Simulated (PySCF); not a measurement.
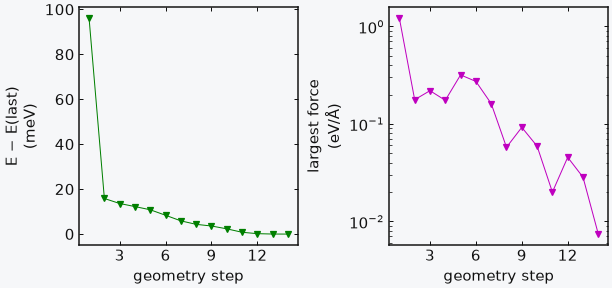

History of a geometry optimisation.

- system: C6H6NO2 (SMILES C/C=C(/CC#N)C(=O)[O-]) (charge −1)
- method: PBE0-D3(BJ)/def2-SVP, geometry optimisation (PySCF 2.14.0, density fitting)

Q: How did the optimisation end?

A: The optimisation met its thresholds at geometry 14, counting the start as the first. The energy fell by about 96 meV from the first step to the last. The largest force goes from about 1.2 eV/Å at the start to 7 × 10⁻³ eV/Å at the end.
